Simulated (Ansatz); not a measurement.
## Electronic structure of C2H4AlClO2 in real space

```xyz
10

O    -0.2048    1.8566    1.4047
C     0.5067    0.8844    1.2540
C    -0.0041   -0.4844    0.9550
Al   -0.4851   -0.4652   -0.9424
O     0.6980    0.0356   -2.0485
Cl   -2.3938   -1.0504   -1.5958
H     1.6139    0.9839    1.2910
H    -0.9266   -0.6771    1.5133
H     0.7417   -1.2582    1.1640
H     0.5372    0.1236   -2.9923
```

The calculation used RKS r2SCANh/6-31G* in Ansatz.

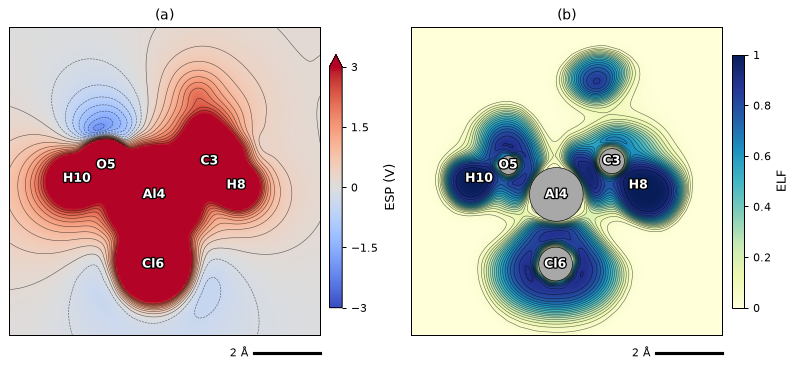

Figure 1. (a) molecular electrostatic potential; (b) electron localisation function on the plane of atoms C3, Al4 and O5. Grey discs cover the atomic cores in the ELF map.

Question: What do the fields say about this system?

Answer:
- The plane passes through C, Al, O, Cl and H nuclei.
- Al–O (1.70 Å): the ELF peaks at about 0.85 in the valence shell of O, 0.6 Å from its nucleus, and is about 0.40 at the midpoint.
- C–Al (1.96 Å): the ELF peaks at about 0.95 between the atoms, as expected for a shared but strongly polarised pair.
- Al–Cl (2.10 Å): the ELF peaks at about 0.90 in the valence shell of Cl, 0.9 Å from its nucleus, and is about 0.80 at the midpoint.
- O–H (0.96 Å): the ELF climbs to about 1 towards the hydrogen, as it does in any bond to H; a covalent bond by its length.
- C–H (1.10 Å): the ELF climbs to about 1 towards the hydrogen (a covalent bond by its length).
- The ELF also peaks beside Cl6 and O5, away from the bonds: lone-pair regions.
- Outside the dense part of the molecule the potential is most negative (−1.9 V) near O5.

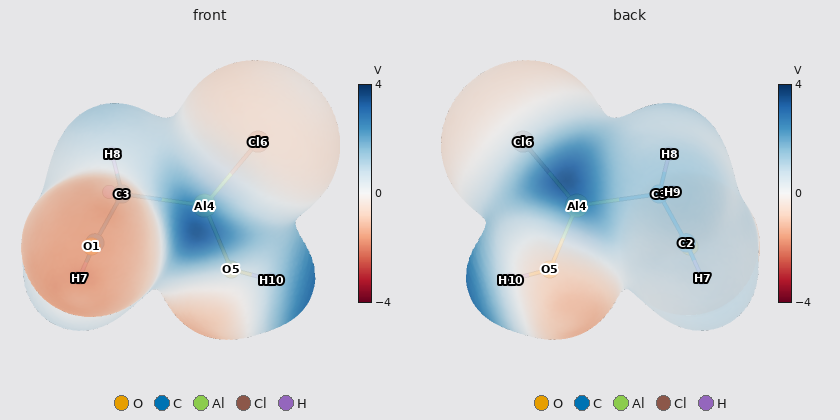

Figure 2. The electrostatic potential painted on the density surface at 0.002 e/bohr³, seen from the front and from behind; the colour scale runs from red (negative) to blue (positive).

Question: Which sites attract a positive test charge, and which a negative one?

Answer: A positive charge is drawn to the negative regions and a negative charge to the positive ones. The most negative region (about −1.6 V, or −37 kcal/mol for a unit charge) lies over O1, the most positive (about +3.3 V, or +76 kcal/mol for a unit charge) over Al4. O1 is the likeliest acceptor of a hydrogen bond.

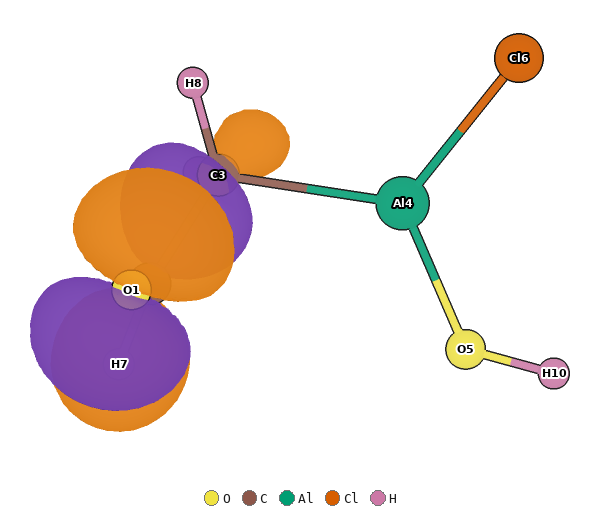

Figure 3. The HOMO at ±0.15 Å⁻³ᐟ² (orange and purple are the two phases), seen across its widest extent.

Question: What is the character of this orbital?

Answer: By Hirshfeld shares it lies mainly on O1 (about 60 %), C2 (about 15 %), C3 (about 10 %) and H7 (about 10 %). Its energy is −6.62 eV.
